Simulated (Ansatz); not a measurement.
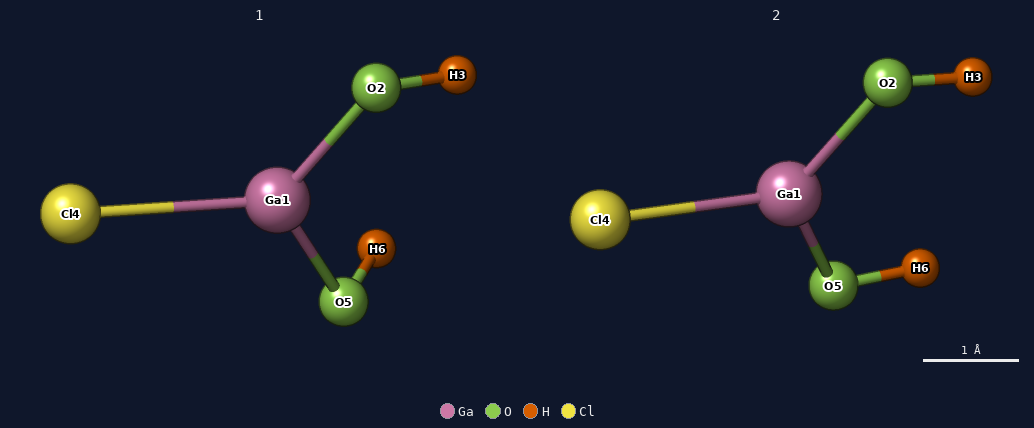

Two geometries of GaH₂O₂Cl, drawn at one scale. One is the start of a relaxation, the other its converged end. Style: ball-and-stick. Shown from a free direction.

Level of theory: RKS PBE-D4/def2-SVP in Ansatz. Set-up: no spin polarisation; force threshold 0.02 eV/Å; at most 40 steps.

> Which geometry has the lower energy?

Structure 2 is the relaxed one. The run prepares the start of a later molecular dynamics calculation, from a guessed geometry. The atom that moves furthest after the best rigid fit is O5 (0.43 Å). Largest moves by element: O 0.43 Å, H 0.40 Å, Cl 0.20 Å, Ga 0.12 Å. Among the contacts that change: Ga1–Cl4 2.240 → 2.138 Å, O2–H3 1.010 → 0.975 Å, Ga1–O2 1.790 → 1.795 Å. Bond angles that change, for instance: O2–Ga1–O5 120.0° → 126.3°, O2–Ga1–Cl4 120.0° → 116.8°, Ga1–O5–H6 109.5° → 112.3°. Groups turn about Ga1–O5 by about 60°. The energy falls by 5.41 kcal/mol in 7 geometry steps. Largest force component: 1.3 eV/Å at the start, 0.006 eV/Å at the end. Cost: 11 s on 1 thread of Intel(R) Xeon(R) 6975P-C (Granite Rapids), on a shared host, peak memory 0.14 GiB.
